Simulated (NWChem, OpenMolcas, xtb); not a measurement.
# How methods differ on SnH2OF (SMILES [OH][SnH][F])

SnH2OF: 5 atoms, total charge 0, spin state doublet. SMILES: `[OH][SnH][F]`. Geometry: relaxed at PBE0-D4/def2-TZVP. This is one conformer, not always the lowest.

| atom | x (Å) | y (Å) | z (Å) |
| --- | --- | --- | --- |
| O | -0.6841 | -1.1806 | 0.0208 |
| Sn | 0.2954 | 0.4036 | 0.6361 |
| F | -0.0505 | 1.6824 | -0.7731 |
| H | -1.4952 | -0.9690 | -0.4509 |
| H | 1.9842 | -0.0101 | 0.5255 |

Quantity: the dipole moment, in D. The values are calculated.

```json
{"level": "GFN2-xTB", "kind": "semi-empirical", "program": "xtb", "value (D)": "2.67", "CPU time": "under 2 s"}
{"level": "GFN0-xTB", "kind": "semi-empirical", "program": "xtb", "value (D)": "2.21", "CPU time": "under 2 s"}
{"level": "GFN1-xTB", "kind": "semi-empirical", "program": "xtb", "value (D)": "2.87", "CPU time": "under 2 s"}
{"level": "UHF/def2-SVP (core potential)", "kind": "Hartree–Fock", "program": "OpenMolcas", "value (D)": "2.50", "CPU time": "5 s"}
{"level": "UB3LYP/def2-SVP (core potential)", "kind": "global hybrid", "program": "OpenMolcas", "value (D)": "1.72", "CPU time": "25 s"}
{"level": "UM06-2X/def2-SVP (core potential)", "kind": "hybrid meta-GGA", "program": "NWChem", "value (D)": "2.07", "CPU time": "18 s"}
{"level": "UPBE0/def2-SVP (core potential)", "kind": "global hybrid", "program": "OpenMolcas", "value (D)": "1.80", "CPU time": "22 s"}
{"level": "UCAM-B3LYP/def2-SVP (core potential)", "kind": "range-separated hybrid", "program": "NWChem", "value (D)": "1.82", "CPU time": "37 s"}
```

The values span 1.72 to 2.87 D. Magnitudes only. Times are those of the runs behind each value, whatever else they computed, on shared processors of several kinds: orders of magnitude only.

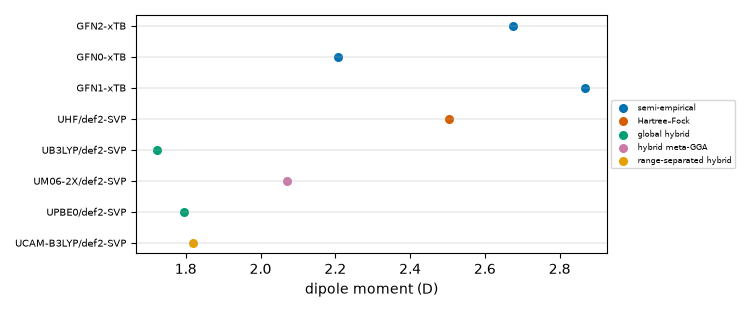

The values of the table, level by level.
